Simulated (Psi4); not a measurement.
# Excited-state calculation of AsF3

System: AsF3 (arsenic trifluoride), SMILES F[As](F)F.
Method: TDDFT (BHLYP)/aug-cc-pVDZ, RKS (Psi4 1.11).

The geometry comes from this level: PBE0-D4/def2-TZVP.

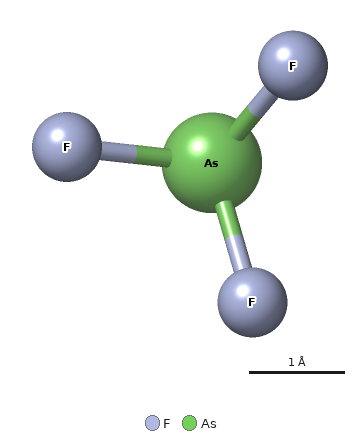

*The input geometry (ball-and-stick view, seen on its broad side).*

**Input file (asf3.inp)**
```python
memory 1600 MB

molecule {
  0 1
  F     -0.445870     0.395590     1.362650
  As    -0.461950    -0.457240    -0.125630
  F      1.203970    -0.865930    -0.112740
  F     -0.296160     0.927580    -1.124280
  symmetry c1
}

set globals {
  basis                aug-cc-pVDZ
  puream               true
  scf_type             pk
  dft_radial_points    99
  dft_spherical_points 590
  save_jk              true
}

from psi4.driver.procrouting.response.scf_response import tdscf_excitations
result, w = energy("bhhlyp", return_wfn=True)
states = tdscf_excitations(w, states=5, tda=False)
```

Run as:
```bash
psi4 asf3.inp asf3.out -n 1
```

**What the program printed**
```
Psi4 1.11 release

   => Loading Basis Set <=

    Name: AUG-CC-PVDZ
    Role: ORBITAL
    Keyword: BASIS

         ---------------------------------------------------------
                                   SCF
                              RKS Reference
                        1 Threads,   1525 MiB Core
         ---------------------------------------------------------

  ==> Geometry <==

    Molecular point group: c1
    Full point group: C1

    Geometry (in Angstrom), charge = 0, multiplicity = 1:

       Center              X                  Y                   Z               Mass
    ------------   -----------------  -----------------  -----------------  -----------------
         F           -0.250035144547     0.589426715660     1.415908040828    18.998403162730
         AS          -0.266115144547    -0.263403284340    -0.072371959172    74.921594570000
         F            1.399804855453    -0.672093284340    -0.059481959172    18.998403162730
         F           -0.100325144547     1.121416715660    -1.071021959172    18.998403162730

  Running in c1 symmetry.

  Rotational constants: A =      0.19405  B =      0.19405  C =      0.13672 [cm^-1]
  Rotational constants: A =   5817.56072  B =   5817.48530  C =   4098.63825 [MHz]
  Nuclear repulsion =  325.340009706749868

  Charge       = 0
  Multiplicity = 1
  Electrons    = 60
  Nalpha       = 30
  Nbeta        = 30

  ==> Algorithm <==

  SCF Algorithm Type is PK.
  DIIS enabled.
  MOM disabled.
  Fractional occupation disabled.
  Guess Type is SAD.
  Energy threshold   = 1.00e-06
  Density threshold  = 1.00e-06
  Integral threshold = 1.00e-12

  ==> Primary Basis <==

  Basis Set: AUG-CC-PVDZ
    Blend: AUG-CC-PVDZ
    Number of shells: 41
    Number of basis functions: 105
    Number of Cartesian functions: 114
    Spherical Harmonics?: true
    Max angular momentum: 2

  ==> DFT Potential <==

   => LibXC <=

    Version 7.1.2

   => Composite Functional: BHANDHLYP <=

    BHandHLYP Hyb-GGA Exchange-Correlation Functional

    Defined through Gaussian implementation.

    Deriv               =              1
    GGA                 =           TRUE
    Meta                =          FALSE

    Exchange Hybrid     =           TRUE
    MP2 Hybrid          =          FALSE

   => Exchange Functionals <=

    0.5000         Becke 88

   => Exact (HF) Exchange <=

    0.5000               HF

   => Correlation Functionals <=

    1.0000   Lee, Yang & Parr

   => LibXC Density Thresholds  <==

    XC_HYB_GGA_XC_BHANDHLYP:  1.00E-15

   => Molecular Quadrature <=

    Radial Scheme          =       TREUTLER
    Pruning Scheme         =           NONE
    Nuclear Scheme         =       TREUTLER

    Blocking Scheme        =         OCTREE
    BS radius alpha        =              1
    Pruning alpha          =              1
    Radial Points          =             99
    Spherical Points       =            590
    Total Points           =         228180
    Total Blocks           =           1732
    Max Points             =            256
    Max Functions          =            105
    Weights Tolerance      =       1.00E-15

  ==> Integral Setup <==

  Using in-core PK algorithm.
   Calculation information:
      Number of atoms:                   4
      Number of AO shells:              41
      Number of primitives:            168
      Number of atomic orbitals:       114
      Number of basis functions:       105

      Integral cutoff                 1.00e-12
      Number of threads:                 1

  Performing in-core PK
  Using 30974790 doubles for integral storage.
  We computed 367765 shell quartets total.
  Whereas there are 371091 unique shell quartets.

  ==> DiskJK: Disk-Based J/K Matrices <==

    J tasked:                  Yes
    K tasked:                  Yes
    wK tasked:                  No
    Memory [MiB]:              927
    Schwarz Cutoff:          1E-12

  Cached 33.4% of DFT collocation blocks in 0.197 [GiB].

  Minimum eigenvalue in the overlap matrix is 2.7762579796E-03.
  Reciprocal condition number of the overlap matrix is 4.8467420722E-04.
    Using symmetric orthogonalization.

  ==> Pre-Iterations <==

  SCF Guess: Superposition of Atomic Densities via on-the-fly atomic UHF (no occupation information).

   -------------------------
    Irrep   Nso     Nmo
   -------------------------
     A        105     105
   -------------------------
    Total     105     105
   -------------------------

  ==> Iterations <==

                        Total Energy        Delta E     RMS |[F,P]|

   @RKS iter SAD: -2531.57040885587230   -2.53157e+03   0.00000e+00
   @RKS iter   1: -2535.07905142906338   -3.50864e+00   9.72022e-03 DIIS/ADIIS
   @RKS iter   2: -2535.32606719085334   -2.47016e-01   3.96878e-03 DIIS/ADIIS
   @RKS iter   3: -2535.36742563771486   -4.13584e-02   7.30261e-04 DIIS/ADIIS
   @RKS iter   4: -2535.36909766878216   -1.67203e-03   2.05033e-04 DIIS/ADIIS
   @RKS iter   5: -2535.36925420330408   -1.56535e-04   3.71281e-05 DIIS
   @RKS iter   6: -2535.36926006546219   -5.86216e-06   2.23297e-06 DIIS
   @RKS iter   7: -2535.36926013205994   -6.65977e-08   4.44897e-07 DIIS
  Energy and wave function converged.

  ==> Post-Iterations <==

   Electrons on quadrature grid:
      Ntotal   =   60.0000014081 ; deviation = 1.408e-06

    Orbital Energies [Eh]
    ---------------------

    Doubly Occupied:

       1A   -428.620518     2A    -54.960473     3A    -49.081369
       4A    -49.081369     5A    -49.079859     6A    -25.350915
       7A    -25.350911     8A    -25.350903     9A     -7.556865
      10A     -5.537070    11A     -5.537070    12A     -5.530615
      13A     -1.990162    14A     -1.990162    15A     -1.983084
      16A     -1.983084    17A     -1.979338    18A     -1.402193
      19A     -1.360381    20A     -1.360374    21A     -0.768055
      22A     -0.617686    23A     -0.617683    24A     -0.590968
      25A     -0.556029    26A     -0.556027    27A     -0.527317
      28A     -0.527313    29A     -0.520412    30A     -0.417964

    Virtual:

      31A     -0.017143    32A     -0.017140    33A      0.023786
      34A      0.041984    35A      0.076140    36A      0.076141
      37A      0.124282    38A      0.168590    39A      0.168590
      40A      0.197780    41A      0.198543    42A      0.198545
      43A      0.235968    44A      0.271479    45A      0.271480
      46A      0.277986    47A      0.298984    48A      0.298985
      49A      0.307880    50A      0.349921    51A      0.367175
      52A      0.367179    53A      0.433447    54A      0.433450
      55A      0.565897    56A      0.702808    57A      0.702812
      58A      0.754228    59A      0.754229    60A      0.780143
      61A      0.798899    62A      0.911033    63A      0.911041
      64A      1.105763    65A      1.151516    66A      1.151518
      67A      1.169798    68A      1.230839    69A      1.230847
      70A      1.390407    71A      1.390410    72A      1.397465
      73A      1.403786    74A      1.403790    75A      1.407742
      76A      1.463948    77A      1.463948    78A      1.494510
      79A      1.525060    80A      1.527420    81A      1.527427
      82A      1.710897    83A      1.710904    84A      1.826484
      85A      1.926262    86A      1.926267    87A      1.949727
      88A      2.734816    89A      2.734840    90A      2.782949
      91A      4.503527    92A      4.504949    93A      4.504950
      94A      4.559261    95A      4.590885    96A      4.590892
      97A      4.662227    98A      4.662228    99A      4.702878
     100A      4.732885   101A      4.732890   102A      4.778024
     103A      4.785243   104A      4.816456   105A      4.816460

    Final Occupation by Irrep:
              A
    DOCC [    30 ]
    NA   [    30 ]
    NB   [    30 ]

  @RKS Final Energy: -2535.36926013205994

   => Energetics <=

    Nuclear Repulsion Energy =            325.3400097067498677
    One-Electron Energy =               -4178.2472761144053948
    Two-Electron Energy =                1376.1468545210168486
    DFT Exchange-Correlation Energy =     -58.6088482454212922
    Empirical Dispersion Energy =           0.0000000000000000
    VV10 Nonlocal Energy =                  0.0000000000000000
    Total Energy =                      -2535.3692601320599351

Computation Completed

Properties will be evaluated at   0.000000,   0.000000,   0.000000 [a0]

Properties computed using the SCF density matrix

 Multipole Moments:

 ------------------------------------------------------------------------------------
     Multipole            Electronic (a.u.)      Nuclear  (a.u.)        Total (a.u.)
 ------------------------------------------------------------------------------------

 L = 1.  Multiply by 2.5417464519 to convert [e a0] to [Debye]
 Dipole X            :         -1.9872831            1.2532689           -0.7340143
 Dipole Y            :         -1.9670688            1.2404974           -0.7265714
 Dipole Z            :         -0.5404952            0.3408356           -0.1996596
 Magnitude           :                                                    1.0519253

 ------------------------------------------------------------------------------------

	total time  =         25 seconds =       0.42 minutes

******************************************************************************************
**********                               WARNING                                **********
**********       The names of excited state variables changed between 1.5       **********
**********     and 1.6. For a quick solution, remove the symmetry specifier     **********
**********   from the variable name. For full details, see 'Notes on Psivars'   **********
**********                        in the documentation.                         **********
******************************************************************************************

         ---------------------------------------------------------
                         TDSCF excitation energies
         ---------------------------------------------------------

  ==> Options <==

     Residual threshold  : 1.0000e-04
     Initial guess       : denominators
     Reference           : RHF
     Solver type         : RPA (Hamiltonian)

  ==> Requested Excitations <==

      5 singlet states with A symmetry

  ==> Seeking the lowest 5 singlet states with A symmetry

                        Generalized Hamiltonian Solver

  ==> Options <==

    Max number of iterations        = 60
    Eigenvector tolerance           = 1.0000e-04
    Max number of expansion vectors = 1000

  => Iterations <=
                              Max[D[value]]     Max[|R|]   # vectors
  HamiltonianSolver iter   1:   3.90931e-01  2.26550e-01     20
  HamiltonianSolver iter   2:   1.47589e-02  8.55639e-02     30
  HamiltonianSolver iter   3:   1.30774e-03  2.41581e-02     40
  HamiltonianSolver iter   4:   1.33873e-04  1.34698e-02     50
  HamiltonianSolver iter   5:   3.45744e-05  5.20824e-03     60
  HamiltonianSolver iter   6:   3.20489e-06  1.14465e-03     70
  HamiltonianSolver iter   7:   1.72346e-07  3.83410e-04     80
  HamiltonianSolver iter   8:   1.84424e-08  1.23732e-04     86
  HamiltonianSolver iter   9:   1.79979e-09  9.47192e-05     90      Converged

******************************************************************************************
**********                               WARNING                                **********
**********  Length-gauge rotatory strengths are **NOT** gauge-origin invariant  **********
******************************************************************************************

                                    Excitation Energy         Total Energy        Oscillator Strength             Rotatory Strength
     #   Sym: GS->ES (Trans)        au              eV              au          au (length)    au (velocity)    au (length)    au (velocity)
    ---- -------------------- --------------- --------------- --------------- --------------- --------------- --------------- ---------------
     1        A->A (1 A)       0.29873         8.12889        -2535.07053      0.1981          0.2003         -0.0000         -0.0000
     2        A->A (1 A)       0.29873         8.12897        -2535.07053      0.1981          0.2003          0.0000          0.0000
     3        A->A (1 A)       0.34596         9.41414        -2535.02330      0.2810          0.2717          0.0000          0.0000
     4        A->A (1 A)       0.37529         10.21214       -2534.99397      0.0090          0.0091         -0.0000         -0.0000
     5        A->A (1 A)       0.37586         10.22757       -2534.99340      0.0216          0.0224          0.0000          0.0000

Contributing excitations and de-excitations
Only contributions with abs(coeff) > 1.00e-01 will be printed:

Excited State    1 (1 A):   0.29873 au   152.52 nm f = 0.1981
  Sums of squares: Xssq =  1.006573e+00; Yssq =  6.572905e-03; Xssq - Yssq =  1.000000e+00
     30a  ->  31a    -0.974410 (94.948%)
     30a  ->  35a     0.126048 ( 1.589%)

Excited State    2 (1 A):   0.29873 au   152.52 nm f = 0.1981
  Sums of squares: Xssq =  1.006573e+00; Yssq =  6.572579e-03; Xssq - Yssq =  1.000000e+00
     30a  ->  32a     0.974409 (94.947%)
     30a  ->  36a     0.126055 ( 1.589%)

Excited State    3 (1 A):   0.34596 au   131.70 nm f = 0.2810
  Sums of squares: Xssq =  1.001291e+00; Yssq =  1.291074e-03; Xssq - Yssq =  1.000000e+00
     30a  ->  33a    -0.951567 (90.548%)
     30a  ->  37a     0.259878 ( 6.754%)

Excited State    4 (1 A):   0.37529 au   121.41 nm f = 0.0090
  Sums of squares: Xssq =  1.001171e+00; Yssq =  1.171412e-03; Xssq - Yssq =  1.000000e+00
     27a  ->  31a     0.372387 (13.867%)
     28a  ->  32a     0.372201 (13.853%)
     29a  ->  31a     0.768600 (59.075%)
     29a  ->  35a    -0.178754 ( 3.195%)

Excited State    5 (1 A):   0.37586 au   121.23 nm f = 0.0216
  Sums of squares: Xssq =  1.001187e+00; Yssq =  1.187255e-03; Xssq - Yssq =  1.000000e+00
     27a  ->  32a     0.132614 ( 1.759%)
     28a  ->  31a     0.132978 ( 1.768%)
     30a  ->  33a     0.103403 ( 1.069%)
     30a  ->  34a    -0.957220 (91.627%)
     30a  ->  37a     0.116680 ( 1.361%)

******************************************************************************************
**********                               WARNING                                **********
**********       The names of excited state variables changed between 1.5       **********
**********     and 1.6. For a quick solution, remove the symmetry specifier     **********
**********   from the variable name. For full details, see 'Notes on Psivars'   **********
**********                        in the documentation.                         **********
******************************************************************************************

    Psi4 run time: 0:01:28.28
```

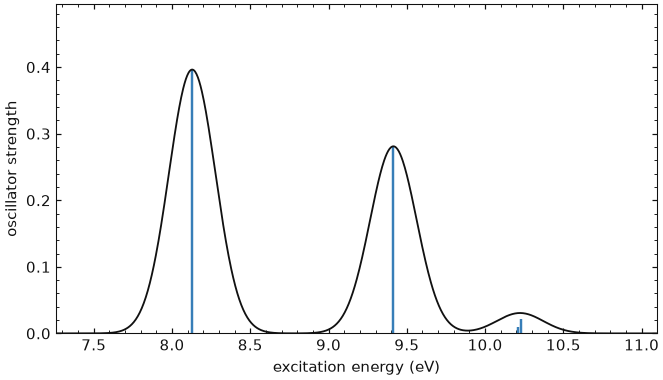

*Computed excitations as sticks (degenerate states added up, dark ones marked on the axis), with a Gaussian envelope of 0.35 eV full width at half maximum, scaled to the tallest.*

Of the 5 states the lowest lies at 8.13 eV (f = 0.198); the strongest line is at 8.13 eV, or 153 nm (f = 0.396, summed over 2 states that lie within 0.004 eV).

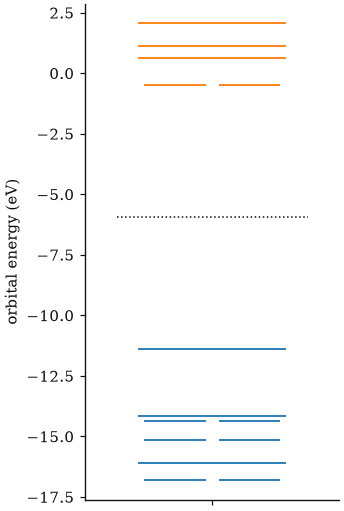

*Orbital energies near the frontier; the dotted line parts filled from empty levels, and levels within 0.02 eV of each other stand side by side.*

Highest filled −11.37 eV, lowest empty −0.47 eV, 10.90 eV apart.

**Results in brief**

- outcome: converged
- total energy: −2535.369260 hartree
- basis functions: 105
- HOMO: −11.37 eV
- LUMO: −0.47 eV
- dipole moment: 2.67 D
- lowest excitation: 8.13 eV
- hardware: 1 thread of Intel Xeon @ 2.70GHz, 189 GiB of memory available, shared host
- wall time: 90 s
- peak memory: 0.85 GiB
